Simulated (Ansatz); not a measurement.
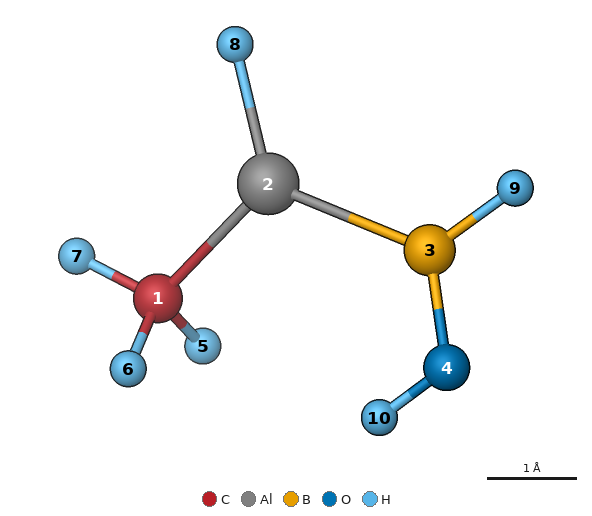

Computed geometry: PBE-D4/def2-SVP optimisation. No frequency run is at hand to confirm it as a minimum.

Q: How are the neighbours of atom 4 arranged?

A: O4 has 2 neighbours (B3 at 1.37, H10 at 0.98 Å); the arrangement is bent.

Q: Describe the coordination of atom 2.

A: Al2 has 3 neighbours (C1 at 1.98, B3 at 2.18, H8 at 1.61 Å); the arrangement is trigonal planar.

Q: Describe the coordination of atom 3.

A: B3 has 3 neighbours (Al2 at 2.18, O4 at 1.37, H9 at 1.23 Å); the arrangement is trigonal planar.

Q: What is the geometry at C1?

A: C1 has 4 neighbours (Al2 at 1.98, H5 at 1.11, H6 at 1.11, H7 at 1.11 Å); the arrangement is tetrahedral.

Q: What is the dihedral angle C1–Al2–B3–O4?

A: 15° in size, that is syn (eclipsed).
